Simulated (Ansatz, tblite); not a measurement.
# BH2(CCH) (C₂H₃B): one state, many levels, part 2 of 2

Aim: run the singlet of BH2(CCH) (C₂H₃B) at one geometry on many levels, and compare frontier levels, spin and run time.

Ansatz 0.2.0, Gaussian basis; as each input shows.

## 18. PBE0-D4/def2-TZVPD

Input file in.yaml:

```yaml
crystal:
  periodic: [false, false, false]
  atoms:
    - {symbol: B, position_ang: [0.567418, 0.980661, 0.005112]}
    - {symbol: H, position_ang: [1.756942, 0.978431, 0.102251]}
    - {symbol: H, position_ang: [-0.026673, 2.011663, -0.087076]}
    - {symbol: C, position_ang: [-0.184160, -0.318011, -0.001395]}
    - {symbol: C, position_ang: [-0.789886, -1.365047, -0.006941]}
    - {symbol: H, position_ang: [-1.323651, -2.287687, -0.011960]}
basis:
  gaussian: {orbitals: def2-TZVPD, initial_orbitals: start.molden}
hamiltonian: {xc: pbe0, dispersion: d4}
scf: {omitted_lower_state_checks: [starts]}
output: {orbitals: {seedname: orbitals}}
```

Run with:

```sh
ansatz run in.yaml --threads 4 --pin off --events-out ev --progress --plain --max-ram 3916MiB
```

Output:

```text
Functional definition: PBE0
  name "PBE0"
  cite "Adamo & Barone, J. Chem. Phys. 110, 6158 (1999) doi:10.1063/1.478522"
  cite "Perdew, Burke & Ernzerhof, Phys. Rev. Lett. 77, 3865 (1996) doi:10.1103/PhysRevLett.77.3865"
  parent pbe
  parameter a = 0.25
  parameter kappa = 0.804
  parameter beta = 0.06672455060314922
  exchange = (1 - a)*pbe_x(kappa = kappa, mu = beta*pi^2/3) + a*exact_x
  correlation = pbe_c(beta = beta)
these checks for a lower state are left out or cut short: starts
666 factors; their error is unknown
mean field evaluation 1: about -2793.8457 eV, gradient 2.8e0 eV
mean field evaluation 2: about -2793.8517 eV, gradient 8.8e-3 eV
mean field evaluation 4: about -2793.8499 eV, gradient 1.5e-4 eV
mean field -2793.84988871 eV, -102.6720896707 hartree, gradient 1.5e-5 eV, S^2 0.000000; 0 other end points of the search recorded, 0 dependent functions left out
reference -2793.84991726 eV, -102.6720907200 hartree; 10, 10 occupied and 128, 128 virtual orbitals, 666 factors
Total energy: -2793.90738901 eV, -102.6742027676 hartree
Checks for a lower state left out: starts
```

Run time: 0.65 s. Hardware: 4 threads of Arm Neoverse V2, shared host.

HOMO -8.10 eV, LUMO -2.41 eV.

## 19. PBE-D4/def2-TZVPD

in.yaml: that of step 18 with these lines changed.

```diff
@@ -11,3 +11,3 @@
   gaussian: {orbitals: def2-TZVPD, initial_orbitals: start.molden}
-hamiltonian: {xc: pbe0, dispersion: d4}
+hamiltonian: {xc: pbe, dispersion: d4}
 scf: {omitted_lower_state_checks: [starts]}
```

Launched as before.

Output:

```text
Functional definition: PBE
  name "PBE"
  cite "Perdew, Burke & Ernzerhof, Phys. Rev. Lett. 77, 3865 (1996) doi:10.1103/PhysRevLett.77.3865"
  parent pbe
  parameter kappa = 0.804
  parameter beta = 0.06672455060314922
  exchange = pbe_x(kappa = kappa, mu = beta*pi^2/3)
  correlation = pbe_c(beta = beta)
these checks for a lower state are left out or cut short: starts
666 factors; their error is unknown
mean field evaluation 1: about -2793.4595 eV, gradient 7.0e0 eV
mean field evaluation 2: about -2793.5193 eV, gradient 7.1e-2 eV
mean field evaluation 4: about -2793.5006 eV, gradient 2.9e-4 eV
mean field -2793.50059923 eV, -102.6592535191 hartree, gradient 1.7e-5 eV, S^2 0.000000; 0 other end points of the search recorded, 0 dependent functions left out
reference -2793.50063875 eV, -102.6592549713 hartree; 10, 10 occupied and 128, 128 virtual orbitals, 666 factors
Total energy: -2793.56996461 eV, -102.6618026496 hartree
Checks for a lower state left out: starts
```

It took 0.6 s on 4 threads of Arm Neoverse V2, shared host.

From the report: HOMO -6.89 eV, LUMO -3.38 eV.

## 20. r2SCAN-D4/def2-TZVPD

in.yaml: that of step 19 with these lines changed.

```diff
@@ -11,3 +11,3 @@
   gaussian: {orbitals: def2-TZVPD, initial_orbitals: start.molden}
-hamiltonian: {xc: pbe, dispersion: d4}
+hamiltonian: {xc: r2scan, dispersion: d4}
 scf: {omitted_lower_state_checks: [starts]}
```

Same command.

Output:

```text
Functional definition: r2SCAN
  name "r2SCAN"
  cite "Furness, Kaplan, Ning, Perdew & Sun, J. Phys. Chem. Lett. 11, 8208 (2020) doi:10.1021/acs.jpclett.0c02405"
  cite "Furness, Kaplan, Ning, Perdew & Sun, J. Phys. Chem. Lett. 11, 9248 (2020) doi:10.1021/acs.jpclett.0c03077"
  parent r2scan
  parameter k0 = 0.174
  parameter k1 = 0.065
  parameter a1 = 4.9479
  exchange = r2scan_x(k0 = k0, k1 = k1, a1 = a1)
  correlation = r2scan_c
these checks for a lower state are left out or cut short: starts
666 factors; their error is unknown
mean field evaluation 1: about -2795.7509 eV, gradient 4.4e0 eV
mean field evaluation 2: about -2795.7765 eV, gradient 2.8e-2 eV
mean field evaluation 4: about -2795.7617 eV, gradient 2.2e-4 eV
mean field -2795.76166517 eV, -102.7423461595 hartree, gradient 1.8e-5 eV, S^2 0.000000; 0 other end points of the search recorded, 0 dependent functions left out
reference -2795.76167710 eV, -102.7423465982 hartree; 10, 10 occupied and 128, 128 virtual orbitals, 666 factors
Total energy: -2795.77804650 eV, -102.7429481623 hartree
Checks for a lower state left out: starts
```

It took 1.1 s on 4 threads of Arm Neoverse V2, shared host.

From the report: HOMO -7.09 eV, LUMO -3.06 eV.

## 21. CCSD(T)/def2-TZVPP

in.yaml: that of step 20 with these lines changed.

```diff
@@ -10,4 +10,4 @@
 basis:
-  gaussian: {orbitals: def2-TZVPD, initial_orbitals: start.molden}
-hamiltonian: {xc: r2scan, dispersion: d4}
+  gaussian: {orbitals: def2-TZVPP, initial_orbitals: start.molden}
+correlation: {method: ccsd_t}
 scf: {omitted_lower_state_checks: [starts]}
```

The command is unchanged.

Output (excerpt; [...] marks lines left out):

```text
Functional definition: HF
  name "HF"
  cite "Fock, Z. Phys. 61, 126 (1930) doi:10.1007/BF01340294"
  parent pbe
[...]
804 factors; integrals over basis functions are off by at most 1.1e-3 eV
[...]
mean field -2779.04347019 eV, -102.1279638261 hartree, gradient 2.5e-6 eV, S^2 0.000000; 0 other end points of the search recorded, 0 dependent functions left out
3 core orbitals not correlated: weight in the atoms' cores, before any rotation towards them, 1.000 or more for the frozen orbitals, at most 0.000 for the correlated occupied ones
reference -2779.04347019 eV, -102.1279638261 hartree; 7, 7 occupied and 125, 125 virtual orbitals, 804 factors
second order -10.82854041 eV of doubles, -0.00000000 eV of singles
cycle   1  -11.01826245 eV  change   -1.9e-1 eV  update   8.6e-2
[...]
cycle  10  -11.45302386 eV  change    1.4e-5 eV  update   8.7e-6
perturbative correction -0.56030658 eV, -0.0205908872 hartree
Total energy: -2791.05680063 eV, -102.5694455771 hartree
Checks for a lower state left out: starts
```

Wall time 2.9 s (4 threads of Arm Neoverse V2, shared host); peak memory 0.72 GiB.

From the report: Hartree-Fock HOMO -10.82 eV, LUMO 1.20 eV; T1 0.014.

## 22. MP2/def2-TZVP

in.yaml: that of step 21 with these lines changed.

```diff
@@ -10,4 +10,4 @@
 basis:
-  gaussian: {orbitals: def2-TZVPP, initial_orbitals: start.molden}
-correlation: {method: ccsd_t}
+  gaussian: {orbitals: def2-TZVP, initial_orbitals: start.molden}
+correlation: {method: mp2}
 scf: {omitted_lower_state_checks: [starts]}
```

Launched as before.

Output:

```text
Functional definition: HF
  name "HF"
  cite "Fock, Z. Phys. 61, 126 (1930) doi:10.1007/BF01340294"
  parent pbe
  exchange = exact_x
  correlation = 0
these checks for a lower state are left out or cut short: starts
736 factors; integrals over basis functions are off by at most 1.3e-3 eV
mean field evaluation 1: about -2778.6376 eV, gradient 1.7e1 eV
mean field evaluation 2: about -2779.0195 eV, gradient 4.3e-1 eV
mean field evaluation 4: about -2779.0249 eV, gradient 1.9e-3 eV
mean field -2779.02487983 eV, -102.1272806430 hartree, gradient 2.2e-6 eV, S^2 0.000000; 0 other end points of the search recorded, 0 dependent functions left out
3 core orbitals not correlated: weight in the atoms' cores, before any rotation towards them, 1.000 or more for the frozen orbitals, at most 0.000 for the correlated occupied ones
reference -2779.02487983 eV, -102.1272806430 hartree; 7, 7 occupied and 101, 101 virtual orbitals, 736 factors
second order -10.63682506 eV of doubles, -0.00000000 eV of singles
Total energy: -2789.66170489 eV, -102.5181767541 hartree
Checks for a lower state left out: starts
```

It took 0.25 s on 4 threads of Arm Neoverse V2, shared host.

Report: Hartree-Fock HOMO -10.82 eV, LUMO 1.20 eV.

## 23. RPA/def2-TZVP

in.yaml: that of step 22 with these lines changed.

```diff
@@ -11,4 +11,4 @@
   gaussian: {orbitals: def2-TZVP, initial_orbitals: start.molden}
-correlation: {method: mp2}
+hamiltonian: {xc: pbe}
+correlation: {method: rpa}
 scf: {omitted_lower_state_checks: [starts]}
-output: {orbitals: {seedname: orbitals}}
```

Launched as before.

Output:

```text
Functional definition: PBE
  name "PBE"
  cite "Perdew, Burke & Ernzerhof, Phys. Rev. Lett. 77, 3865 (1996) doi:10.1103/PhysRevLett.77.3865"
  parent pbe
  parameter kappa = 0.804
  parameter beta = 0.06672455060314922
  exchange = pbe_x(kappa = kappa, mu = beta*pi^2/3)
  correlation = pbe_c(beta = beta)
these checks for a lower state are left out or cut short: starts
736 factors; integrals over basis functions are off by at most 1.3e-3 eV
mean field evaluation 1: about -2793.4418 eV, gradient 6.1e0 eV
mean field evaluation 2: about -2793.4935 eV, gradient 5.7e-2 eV
mean field evaluation 4: about -2793.4920 eV, gradient 4.1e-5 eV
mean field -2793.49195226 eV, -102.6589357487 hartree, gradient 8.8e-7 eV, S^2 0.000000; 0 other end points of the search recorded, 0 dependent functions left out
3 core orbitals not correlated: weight in the atoms' cores, before any rotation towards them, 1.000 or more for the frozen orbitals, at most 0.000 for the correlated occupied ones
reference -2778.30091681 eV, -102.1006754928 hartree; 7, 7 occupied and 101, 101 virtual orbitals, 736 factors
Total energy: -2796.35137304 eV, -102.7640175242 hartree
Checks for a lower state left out: starts
```

Run time: 0.65 s. Hardware: 4 threads of Arm Neoverse V2, shared host.

## 24. CCSD(T)/def2-TZVPD

in.yaml: that of step 23 with these lines changed.

```diff
@@ -10,5 +10,5 @@
 basis:
-  gaussian: {orbitals: def2-TZVP, initial_orbitals: start.molden}
-hamiltonian: {xc: pbe}
-correlation: {method: rpa}
+  gaussian: {orbitals: def2-TZVPD, initial_orbitals: start.molden}
+correlation: {method: ccsd_t}
 scf: {omitted_lower_state_checks: [starts]}
+output: {orbitals: {seedname: orbitals}}
```

Launched as before.

Output (excerpt; [...] marks lines left out):

```text
Functional definition: HF
  name "HF"
  cite "Fock, Z. Phys. 61, 126 (1930) doi:10.1007/BF01340294"
  parent pbe
[...]
916 factors; integrals over basis functions are off by at most 1.1e-3 eV
[...]
mean field -2779.02742930 eV, -102.1273743345 hartree, gradient 2.1e-6 eV, S^2 0.000000; 0 other end points of the search recorded, 0 dependent functions left out
3 core orbitals not correlated: weight in the atoms' cores, before any rotation towards them, 1.000 or more for the frozen orbitals, at most 0.000 for the correlated occupied ones
reference -2779.02742930 eV, -102.1273743345 hartree; 7, 7 occupied and 128, 128 virtual orbitals, 916 factors
second order -10.68391093 eV of doubles, -0.00000000 eV of singles
cycle   1  -10.89731281 eV  change   -2.1e-1 eV  update   8.6e-2
[...]
cycle  10  -11.33564227 eV  change    1.4e-5 eV  update   9.0e-6
perturbative correction -0.55960383 eV, -0.0205650616 hartree
Total energy: -2790.92267541 eV, -102.5645165661 hartree
Checks for a lower state left out: starts
```

Wall time 3.4 s (4 threads of Arm Neoverse V2, shared host); peak memory 0.8 GiB.

Hartree-Fock HOMO -10.82 eV, LUMO 1.17 eV; T1 0.014.

## 25. Comparison

```
                 level  functions  HOMO (eV)  LUMO (eV)  gap (eV)    time
             HF/STO-3G         18      -9.06       5.28     14.34  0.05 s
              HF/6-31G         33     -10.64       1.75     12.39   0.1 s
       PBE-D4/def2-SVP         57      -6.79      -3.29      3.50   0.2 s
      PBE-D4/def2-TZVP        111      -6.88      -3.37      3.51  0.45 s
     PBE-D4/def2-TZVPD        138      -6.89      -3.38      3.50   0.6 s
   r2SCAN-D4/def2-TZVP        111      -7.09      -3.05      4.04  0.75 s
  r2SCAN-D4/def2-TZVPD        138      -7.09      -3.06      4.03   1.1 s
  r2SCANh-D4/def2-TZVP        111      -7.55      -2.71      4.83  0.85 s
        B3LYP-D4/6-31G         33      -7.60      -2.22      5.38   0.2 s
      PBE0-D4/def2-SVP         57      -8.04      -2.33      5.71  0.25 s
     PBE0-D4/def2-TZVP        111      -8.09      -2.39      5.69  0.55 s
    PBE0-D4/def2-TZVPD        138      -8.10      -2.41      5.69  0.65 s
    BHLYP-D4/def2-TZVP        111      -9.17      -1.32      7.85  0.45 s
CAM-B3LYP-D4/def2-TZVP        111      -9.45      -1.28      8.16  0.55 s
     LC-ωPBE/def2-TZVP        111     -10.85      -0.12     10.73   0.5 s
     ωB97X-V/def2-TZVP        111     -10.44      -0.18     10.26   1.3 s
     ωB97M-V/def2-TZVP        111     -10.33      -0.38      9.95   1.4 s
```

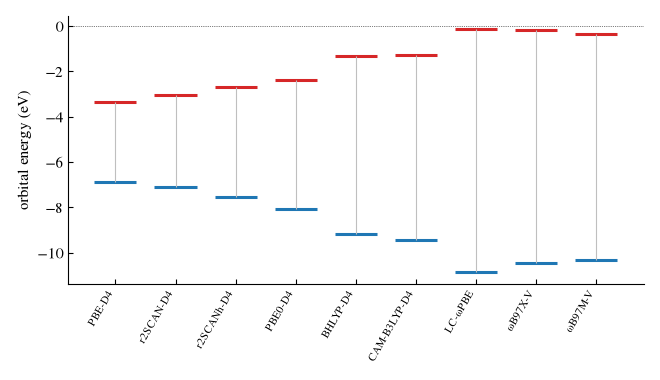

Highest filled (blue) and lowest empty (red) level in def2-TZVP.

Energy pieces by basis (eV):

```csv
basis,HF,MP2 correlation,CCSD correlation,(T),total
def2-TZVPP,-2779.0435,-10.8285,-11.4530,-0.5603,-2791.0568
def2-TZVP,-2779.0249,-10.6368,,,-2789.6617 (MP2)
def2-TZVPD,-2779.0274,-10.6839,-11.3356,-0.5596,-2790.9227
```

## 26. Binding energy

Free atoms were run apart at each level; binding is atoms less cluster, divided by the number of atoms, without zero-point or spin-orbit terms.

Differences are taken before rounding.

| method | binding an atom (eV) | from CCSD(T)/def2-TZVPP (eV) | time |
| --- | --- | --- | --- |
| HF/STO-3G | 3.964 | -0.164 | 0.05 s |
| HF/6-31G | 3.099 | -1.028 | 0.1 s |
| HF/def2-TZVP | 3.223 | -0.905 |  |
| HF/def2-TZVPD | 3.222 | -0.905 |  |
| HF/def2-TZVPP | 3.226 | -0.902 |  |
| PBE-D4/def2-SVP | 4.380 | +0.252 | 0.2 s |
| PBE-D4/def2-TZVP | 4.357 | +0.229 | 0.45 s |
| PBE-D4/def2-TZVPD | 4.357 | +0.230 | 0.6 s |
| r2SCAN-D4/def2-TZVP | 4.265 | +0.138 | 0.75 s |
| r2SCAN-D4/def2-TZVPD | 4.265 | +0.137 | 1.1 s |
| r2SCANh-D4/def2-TZVP | 4.236 | +0.108 | 0.85 s |
| B3LYP-D4/6-31G | 4.198 | +0.071 | 0.2 s |
| PBE0-D4/def2-SVP | 4.303 | +0.175 | 0.25 s |
| PBE0-D4/def2-TZVP | 4.272 | +0.144 | 0.55 s |
| PBE0-D4/def2-TZVPD | 4.272 | +0.144 | 0.65 s |
| BHLYP-D4/def2-TZVP | 4.140 | +0.012 | 0.45 s |
| CAM-B3LYP-D4/def2-TZVP | 4.264 | +0.137 | 0.55 s |
| LC-ωPBE/def2-TZVP | 4.222 | +0.094 | 0.5 s |
| ωB97X-V/def2-TZVP | 4.224 | +0.096 | 1.3 s |
| ωB97M-V/def2-TZVP | 4.252 | +0.125 | 1.4 s |
| MP2/def2-TZVP | 4.198 | +0.071 | 0.25 s |
| MP2/def2-TZVPD | 4.204 | +0.077 |  |
| CCSD/def2-TZVPD | 4.033 | -0.094 |  |
| CCSD/def2-TZVPP | 4.058 | -0.069 |  |
| CCSD(T)/def2-TZVPD | 4.101 | -0.026 | 3.4 s |
| CCSD(T)/def2-TZVPP | 4.127 | 0 | 2.9 s |

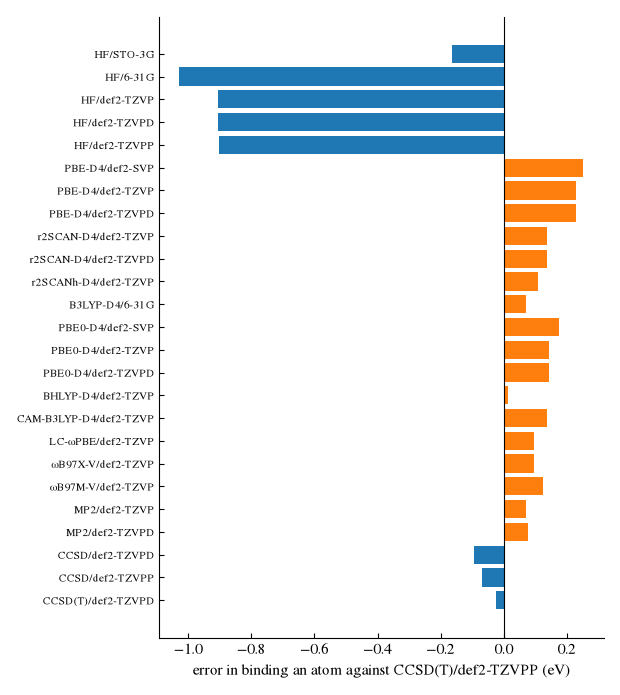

How far each level lands from CCSD(T)/def2-TZVPP.

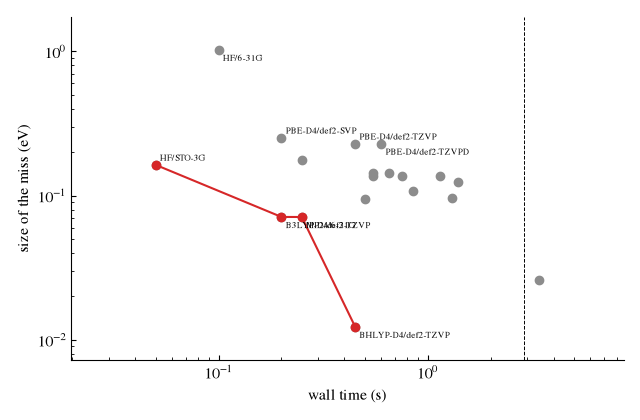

Accuracy for the time spent; red marks the levels that beat every quicker one drawn (of those quicker than the yardstick), and the dashed line is the time of CCSD(T)/def2-TZVPP. Only those levels and the largest misses are named. Times are from a shared host. Runs this short are mostly start-up, so their order is noise.

## 27. What came out

What follows sums up all 2 parts.

| quantity | value |
| --- | --- |
| gap in def2-TZVP, named functionals, smallest and largest | 3.51 eV (PBE-D4), 10.73 eV (LC-ωPBE) |
| correlation energy, CCSD(T)/def2-TZVPP | -12.01 eV |
| correlation energy, MP2/def2-TZVP | -10.64 eV |
| correlation energy, CCSD(T)/def2-TZVPD | -11.90 eV |
| binding an atom, CCSD(T)/def2-TZVPP | 4.127 eV |
| PBE0 total energy, smallest basis above largest | 3.10 eV (def2-SVP, def2-TZVPD) |

**Reading.** Over the named functionals in def2-TZVP the gap runs from 3.51 eV (PBE-D4) to 10.73 eV (LC-ωPBE); exact exchange widens it. A small miss in a minimal or small basis is a cancelling of errors, not accuracy. The functionals in def2-TZVP miss CCSD(T)/def2-TZVPP by +0.012 (BHLYP-D4) to +0.229 eV (PBE-D4) an atom. CCSD(T)/def2-TZVPP isn't at the basis-set limit; small misses against it rank nothing.

BHLYP-D4/def2-TZVP reaches 0.012 eV from the reference in 0.45 s, where CCSD(T)/def2-TZVPP took 2.9 s. The slowest run with a step of its own, CCSD(T)/def2-TZVPD, took 3.4 s; the quickest functional in def2-TZVP took 0.45 s (shared host).
